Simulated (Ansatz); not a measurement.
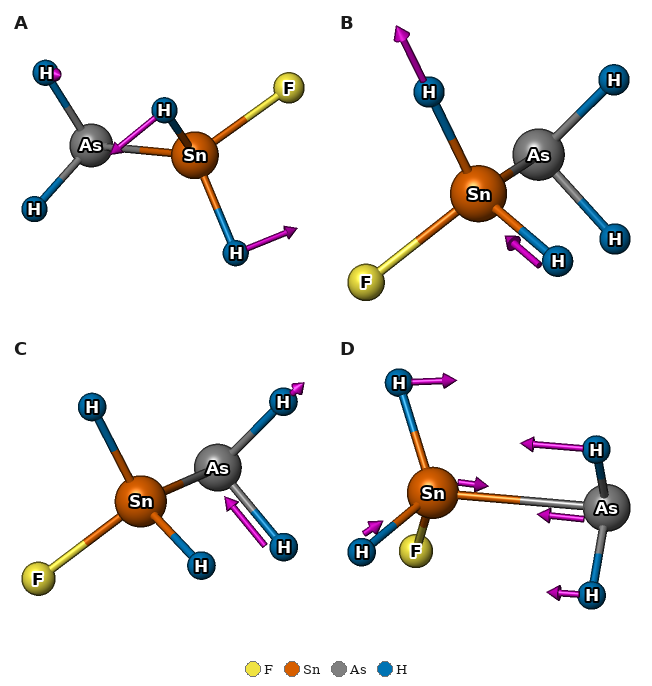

4 normal modes of one molecule or complex, as arrows. Harmonic vibrations computed with RKS PBE0-D4/def2-TZVP, core potentials on Sn (Ansatz 0.2.0) at a stationary point of the same level.

> Match the panels to the wavenumbers 229 cm⁻¹, 512 cm⁻¹, 1951 cm⁻¹, 2218 cm⁻¹.

A: 512 cm⁻¹, F–Sn–H bending
B: 1951 cm⁻¹, out-of-phase stretching of 2 Sn–H bonds
C: 2218 cm⁻¹, As–H stretching
D: 229 cm⁻¹, Sn–As stretching
